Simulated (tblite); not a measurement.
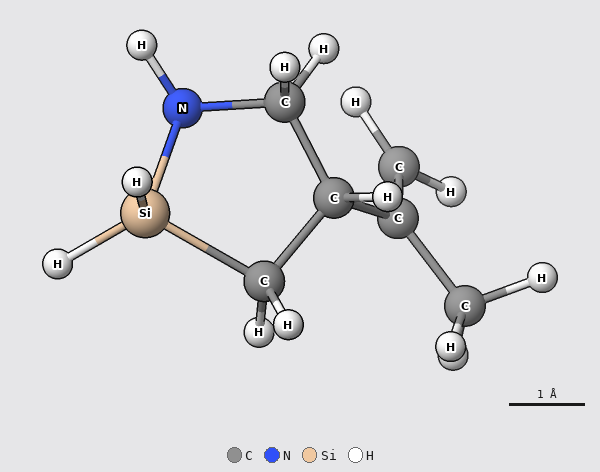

**Figure 1.** The starting structure (ball-and-stick view, seen at a tilt). Bond lengths as drawn: C–C 1.31 to 1.49 Å, C–H 1.08 to 1.13 Å, C–N 1.42 Å, C–Si 1.86 Å, H–N 1.05 Å, H–Si 1.45 to 1.46 Å and N–Si 1.81 Å.

Geometry relaxation of C6H13NSi

System: C6H13NSi, SMILES C=C(C)[C@H]1CN[SiH2]C1.
Method: GFN2-xTB geometry optimisation, gas phase (tblite 0.8.0).

It belongs to a series of runs on one base structure; here: H on C replaced by isopropenyl.

**The program's output**
```
step      E/eV     max force
  0    -655.41754    3.840
  1    -655.78991    1.321
  2    -655.85272    0.925
  3    -655.90574    0.794
  4    -655.96556    0.640
  5    -656.02912    0.483
  6    -656.05917    0.407
  7    -656.08201    0.361
  8    -656.09838    0.335
  9    -656.11393    0.316
 10    -656.12774    0.278
 11    -656.13881    0.226
 12    -656.14826    0.231
 13    -656.15625    0.184
 14    -656.16235    0.170
 15    -656.16620    0.135
 16    -656.16919    0.142
 17    -656.17215    0.147
 18    -656.17502    0.144
 19    -656.17729    0.134
 20    -656.17965    0.143
 21    -656.18206    0.145
 22    -656.18445    0.160
 23    -656.18657    0.129
 24    -656.18852    0.093
 25    -656.19065    0.115
 26    -656.19324    0.144
 27    -656.19626    0.157
 28    -656.19939    0.136
 29    -656.20228    0.154
 30    -656.20489    0.148
 31    -656.20745    0.131
 32    -656.21024    0.128
 33    -656.21323    0.151
 34    -656.21619    0.135
 35    -656.21889    0.126
 36    -656.22148    0.144
 37    -656.22443    0.129
 38    -656.22780    0.150
 39    -656.23100    0.145
 40    -656.23374    0.117
 41    -656.23630    0.143
 42    -656.23889    0.129
 43    -656.24123    0.103
 44    -656.24310    0.105
 45    -656.24482    0.098
 46    -656.24701    0.110
 47    -656.24959    0.233
 48    -656.25288    0.182
 49    -656.25640    0.123
 50    -656.25924    0.143
 51    -656.26097    0.112
 52    -656.26385    0.119
 53    -656.26992    0.143
 54    -656.27313    0.154
 55    -656.27959    0.192
 56    -656.28497    0.169
 57    -656.28813    0.151
 58    -656.29336    0.120
 59    -656.29725    0.127
 60    -656.30306    0.152
 61    -656.30861    0.146
 62    -656.31323    0.164
 63    -656.31789    0.165
 64    -656.32259    0.167
 65    -656.32799    0.179
 66    -656.33294    0.179
 67    -656.33774    0.145
 68    -656.34126    0.134
 69    -656.34488    0.138
 70    -656.34801    0.131
 71    -656.35206    0.147
 72    -656.35505    0.114
 73    -656.35720    0.145
 74    -656.35965    0.120
 75    -656.36229    0.108
 76    -656.36656    0.123
 77    -656.36862    0.110
 78    -656.37073    0.096
 79    -656.37218    0.099
 80    -656.37349    0.091
 81    -656.37465    0.085
 82    -656.37572    0.070
 83    -656.37687    0.078
 84    -656.37820    0.078
 85    -656.37966    0.088
 86    -656.38132    0.084
 87    -656.38279    0.108
 88    -656.38389    0.083
 89    -656.38467    0.056
 90    -656.38531    0.056
 91    -656.38586    0.048
 92    -656.38632    0.044
 93    -656.38674    0.051
 94    -656.38720    0.049
 95    -656.38773    0.048
 96    -656.38822    0.042
 97    -656.38863    0.048
 98    -656.38901    0.047
 99    -656.38943    0.043
100    -656.38989    0.046
101    -656.39029    0.038
102    -656.39060    0.034
103    -656.39087    0.038
104    -656.39114    0.037
105    -656.39137    0.025
106    -656.39153    0.020
107    -656.39163    0.019
108    -656.39173    0.029
109    -656.39186    0.032
110    -656.39202    0.027
111    -656.39217    0.025
112    -656.39231    0.024
113    -656.39243    0.028
114    -656.39256    0.028
115    -656.39275    0.027
116    -656.39301    0.040
117    -656.39334    0.042
118    -656.39368    0.043
119    -656.39394    0.037
120    -656.39415    0.036
121    -656.39435    0.041
122    -656.39457    0.039
123    -656.39480    0.044
124    -656.39502    0.032
125    -656.39525    0.035
126    -656.39549    0.037
127    -656.39585    0.046
128    -656.39624    0.054
129    -656.39663    0.052
130    -656.39692    0.046
131    -656.39714    0.033
132    -656.39730    0.030
133    -656.39746    0.024
134    -656.39761    0.031
135    -656.39770    0.028
136    -656.39782    0.022
137    -656.39793    0.022
138    -656.39803    0.020
139    -656.39814    0.022
140    -656.39824    0.022
141    -656.39834    0.020
142    -656.39842    0.020
143    -656.39850    0.023
144    -656.39857    0.021
145    -656.39864    0.023
146    -656.39871    0.018
147    -656.39880    0.022
148    -656.39890    0.030
149    -656.39904    0.040
150    -656.39921    0.045
151    -656.39939    0.033
152    -656.39960    0.037
153    -656.39986    0.042
154    -656.40018    0.060
155    -656.40053    0.066
156    -656.40089    0.041
157    -656.40120    0.036
158    -656.40152    0.049
159    -656.40182    0.055
160    -656.40210    0.036
161    -656.40232    0.031
162    -656.40249    0.030
163    -656.40261    0.042
164    -656.40270    0.029
165    -656.40275    0.015
166    -656.40278    0.012
167    -656.40281    0.018
168    -656.40284    0.014
169    -656.40285    0.010
```

**Trajectory as extended XYZ (Å, eV, eV/Å), 5 of the 170 frames kept, from step=0 to step=169**
```
21
Properties=species:S:1:pos:R:3:forces:R:3 step=0 energy=-655.41754
C    -1.6452    0.1859    1.4900   -1.2190  -0.1450   1.3270
C    -1.3272    0.0664    0.2273    0.2880  -0.3650  -0.0250
C    -2.3616   -0.4493   -0.7025   -0.5690  -0.2450  -0.5850
C    -0.0007    0.3826   -0.3704   -2.3640   0.7340  -1.9280
C     0.8684    1.1022    0.5388    1.6150   3.3460   0.9710
N     1.8659    0.2866    1.1363    2.3750  -1.5760  -0.7770
Si    2.3827   -0.6646   -0.3125    0.4840   0.0510   1.4520
C     0.6599   -0.8016   -0.9940   -0.1060  -1.7140  -0.1900
H    -2.6772   -0.0892    1.7711    0.6770   0.1930   0.0370
H    -1.0362    0.5320    2.3060    0.0800  -0.0750  -0.1670
H    -1.9259   -0.5964   -1.7083   -0.5540   0.0070   0.4800
H    -3.1775    0.2985   -0.7273    0.2720  -0.5270  -0.3160
H    -2.7730   -1.4008   -0.3102    0.1460   0.5010  -0.4580
H    -0.2452    1.0539   -1.2351    0.0410   0.0270   0.5170
H     0.3124    1.6484    1.3177    0.0970  -0.0470  -0.1820
H     1.4306    1.8884   -0.0440   -0.6560   0.0170   0.1740
H     2.6800    0.8416    1.4924   -1.2550  -0.5740  -0.0710
H     3.0012   -1.9316    0.0297    0.0880   0.0250   0.1300
H     3.1857    0.1795   -1.1848    0.2750   0.0540  -0.2410
H     0.6093   -0.7831   -2.0863   -0.0640  -0.1390   0.2320
H     0.1648   -1.7325   -0.6344    0.3500   0.4530  -0.3810
21
Properties=species:S:1:pos:R:3:forces:R:3 step=42 energy=-656.23889
C    -1.5563   -0.0833    1.5379    0.0110   0.0080  -0.0100
C    -1.3558    0.0481    0.2362   -0.0070  -0.0630  -0.0290
C    -2.4022   -0.3924   -0.7596    0.0030   0.0320   0.0690
C    -0.0749    0.5244   -0.4052   -0.0690  -0.0040   0.0210
C     0.8770    1.3380    0.4941   -0.0130  -0.0370  -0.0270
N     2.0094    0.5144    0.8665   -0.0290   0.0000   0.0250
Si    2.3896   -0.7378   -0.2379    0.0570   0.0490   0.0550
C     0.6405   -0.7315   -0.9571   -0.0100   0.0200  -0.0120
H    -2.4771   -0.4940    1.9234    0.0510   0.0390  -0.0240
H    -0.8248    0.2042    2.2734   -0.0290  -0.0430  -0.0230
H    -1.9521   -0.6205   -1.7258   -0.0730   0.0100   0.1060
H    -3.1420    0.3966   -0.9073    0.0610  -0.0040   0.0040
H    -2.9257   -1.2752   -0.3943   -0.0060   0.0520  -0.0480
H    -0.3473    1.1687   -1.2469   -0.0670  -0.0010  -0.0180
H     0.3639    1.6941    1.3939    0.0250  -0.0170  -0.0510
H     1.2111    2.2259   -0.0613    0.0150   0.0300   0.0130
H     2.6674    0.9851    1.4675   -0.0230  -0.0610  -0.0420
H     2.7894   -1.9390    0.4890   -0.0190  -0.0060   0.0580
H     3.3721   -0.4593   -1.2968    0.0670   0.0480  -0.0200
H     0.6293   -0.7269   -2.0440    0.0500  -0.0110  -0.0520
H     0.0995   -1.6228   -0.6464    0.0030  -0.0420   0.0040
21
Properties=species:S:1:pos:R:3:forces:R:3 step=84 energy=-656.37820
C    -1.1466   -0.5896    1.4106   -0.0140   0.0020   0.0630
C    -1.2746   -0.1239    0.1801    0.0010  -0.0200  -0.0630
C    -2.5889   -0.1266   -0.5454    0.0120  -0.0360   0.0110
C    -0.1045    0.4318   -0.5970    0.0030   0.0570   0.0440
C     0.7238    1.4198    0.2481    0.0410   0.0260   0.0080
N     1.8311    0.7100    0.8545   -0.0240  -0.0130  -0.0330
Si    2.2904   -0.7549    0.0971   -0.0150  -0.0180   0.0700
C     0.8194   -0.6944   -1.0982   -0.0260   0.0190  -0.0190
H    -1.9881   -0.9779    1.9597   -0.0040  -0.0370  -0.0010
H    -0.1984   -0.5899    1.9181    0.0030  -0.0030   0.0030
H    -2.5333   -0.7567   -1.4354    0.0260  -0.0020   0.0620
H    -2.8459    0.8787   -0.8797    0.0070   0.0150   0.0480
H    -3.3830   -0.4970    0.0995    0.0040  -0.0030  -0.0550
H    -0.5117    0.9705   -1.4575    0.0100   0.0510  -0.0210
H     0.1030    1.8667    1.0349   -0.0260  -0.0330  -0.0380
H     1.0880    2.2420   -0.3832    0.0260  -0.0090  -0.0730
H     2.4290    1.2896    1.4182   -0.0160  -0.0140   0.0300
H     2.2679   -1.8590    1.0636    0.0040   0.0200  -0.0230
H     3.5763   -0.7312   -0.6156   -0.0090  -0.0040  -0.0010
H     1.1650   -0.4596   -2.1042    0.0130   0.0010  -0.0340
H     0.2720   -1.6316   -1.1687   -0.0170   0.0030   0.0220
21
Properties=species:S:1:pos:R:3:forces:R:3 step=127 energy=-656.39585
C    -1.1230   -0.5240    1.4470    0.0000   0.0190  -0.0010
C    -1.2552   -0.1020    0.2001    0.0110  -0.0290  -0.0150
C    -2.5542   -0.2068   -0.5449    0.0040   0.0010   0.0070
C    -0.1127    0.4837   -0.5978    0.0080   0.0060   0.0200
C     0.7639    1.4430    0.2224    0.0010   0.0100  -0.0010
N     1.7874    0.6680    0.8918   -0.0190  -0.0020  -0.0140
Si    2.2238   -0.7878    0.1020    0.0150  -0.0090   0.0070
C     0.7853   -0.6489   -1.1301   -0.0160   0.0090  -0.0420
H    -1.9502   -0.9554    1.9871    0.0060  -0.0070  -0.0110
H    -0.1888   -0.4526    1.9747   -0.0190   0.0100  -0.0020
H    -2.4108   -0.7120   -1.5006    0.0290   0.0110   0.0290
H    -2.9416    0.7910   -0.7541   -0.0190  -0.0070  -0.0090
H    -3.2964   -0.7557    0.0301    0.0130   0.0220   0.0060
H    -0.5415    1.0453   -1.4362    0.0030  -0.0290   0.0230
H     0.1565    1.9749    0.9631   -0.0010   0.0050  -0.0030
H     1.2151    2.1925   -0.4454   -0.0280  -0.0020  -0.0060
H     2.3810    1.2064    1.4992    0.0030  -0.0020   0.0080
H     2.1696   -1.8986    1.0542   -0.0210  -0.0120  -0.0140
H     3.5160   -0.7877   -0.5999    0.0120  -0.0020  -0.0050
H     1.1562   -0.3897   -2.1228    0.0120  -0.0040   0.0190
H     0.2107   -1.5666   -1.2404    0.0060   0.0120   0.0050
21
Properties=species:S:1:pos:R:3:forces:R:3 step=169 energy=-656.40285
C    -1.1257   -0.4058    1.5031   -0.0010   0.0040  -0.0010
C    -1.2342   -0.0809    0.2256   -0.0010   0.0000  -0.0030
C    -2.4921   -0.3387   -0.5518   -0.0010  -0.0010   0.0000
C    -0.1195    0.5437   -0.5799   -0.0020   0.0030   0.0040
C     0.7945    1.4584    0.2450    0.0020  -0.0020  -0.0010
N     1.8052    0.6342    0.8743   -0.0030  -0.0020  -0.0010
Si    2.1445   -0.8425    0.0761    0.0050   0.0040   0.0020
C     0.7606   -0.5598   -1.1922   -0.0090   0.0020  -0.0040
H    -1.9404   -0.8706    2.0343    0.0030   0.0010   0.0010
H    -0.2283   -0.2267    2.0663    0.0030  -0.0010  -0.0010
H    -2.2709   -0.8959   -1.4616    0.0030   0.0010  -0.0010
H    -2.9516    0.6052   -0.8471    0.0040   0.0040  -0.0020
H    -3.2101   -0.9027    0.0379    0.0010  -0.0030   0.0030
H    -0.5797    1.1391   -1.3770    0.0000  -0.0010   0.0000
H     0.2161    1.9939    1.0061    0.0020  -0.0040   0.0010
H     1.2545    2.2080   -0.4164   -0.0040   0.0000   0.0000
H     2.4210    1.1280    1.4970   -0.0020   0.0020   0.0020
H     1.9392   -1.9787    0.9773    0.0000  -0.0060   0.0030
H     3.4619   -0.9303   -0.5692    0.0000   0.0020   0.0010
H     1.1770   -0.2148   -2.1391   -0.0010  -0.0050  -0.0010
H     0.1690   -1.4462   -1.4091    0.0010   0.0000  -0.0030
```

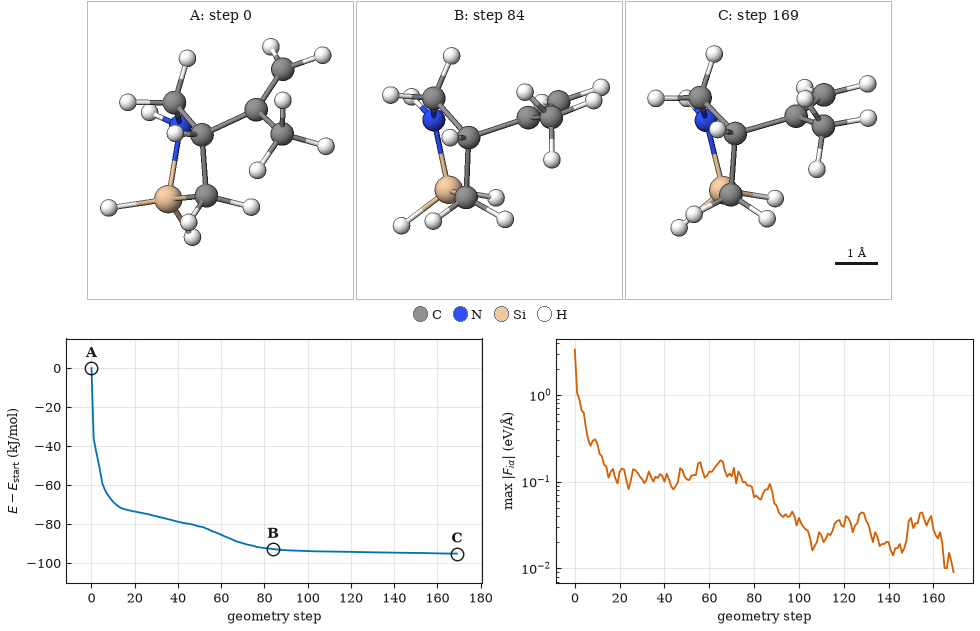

**Figure 2.** Frames of the relaxation (ball-and-stick view, seen at a tilt) above the curves, on which the letters mark them (steps are counted from 0).

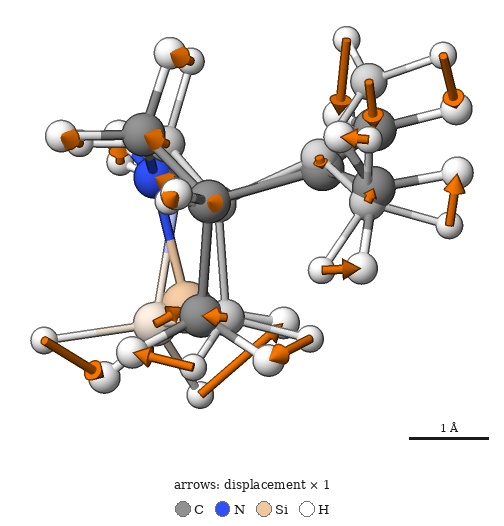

**Figure 3.** Start (faint) and end (solid) with the displacements as orange arrows, at true length (ball-and-stick view, seen at a tilt). The two geometries are laid on each other by the best rigid fit. The atom that moves furthest after the best rigid fit is H18 (1.41 Å). By element the largest moves are H 1.41 Å, C 0.80 Å, Si 0.48 Å, N 0.45 Å. Distances before and after: N6–Si7 1.809 → 1.713 Å, C4–C5 1.449 → 1.534 Å, C4–C8 1.493 → 1.539 Å, N6–H17 1.048 → 1.005 Å. Among the angles that change: Si7–N6–H17 109.2° → 126.2°, C5–N6–Si7 99.5° → 115.2°, C2–C1–H10 128.6° → 122.3°. After 169 geometry steps the energy has fallen by 95.1 kJ/mol. Largest force component: 3.3 eV/Å at the start, 0.009 eV/Å at the end. (Atoms are counted from 1 in the order of the input.)

The run was set up as follows.

**Input file**
```
{"job": {"kind": "relax", "xc": "GFN2-xTB", "basis": "xTB"}, "charge": 0, "multiplicity": 1}
C     -1.645200     0.185900     1.490000
C     -1.327200     0.066400     0.227300
C     -2.361600    -0.449300    -0.702500
C     -0.000700     0.382600    -0.370400
C      0.868400     1.102200     0.538800
N      1.865900     0.286600     1.136300
Si     2.382700    -0.664600    -0.312500
C      0.659900    -0.801600    -0.994000
H     -2.677200    -0.089200     1.771100
H     -1.036200     0.532000     2.306000
H     -1.925900    -0.596400    -1.708300
H     -3.177500     0.298500    -0.727300
H     -2.773000    -1.400800    -0.310200
H     -0.245200     1.053900    -1.235100
H      0.312400     1.648400     1.317700
H      1.430600     1.888400    -0.044000
H      2.680000     0.841600     1.492400
H      3.001200    -1.931600     0.029700
H      3.185700     0.179500    -1.184800
H      0.609300    -0.783100    -2.086300
H      0.164800    -1.732500    -0.634400
```

The first line tells a small driver script what to run in tblite; the rest is the geometry in Å.

Launched with:
```bash
OMP_NUM_THREADS=1 python <driver script> task.json out
```

**Summary**

- outcome: converged
- total energy: −656.4029 eV
- hardware: 1 CPU thread, shared host
- wall time: 1.4 s
- peak memory: 0.18 GiB
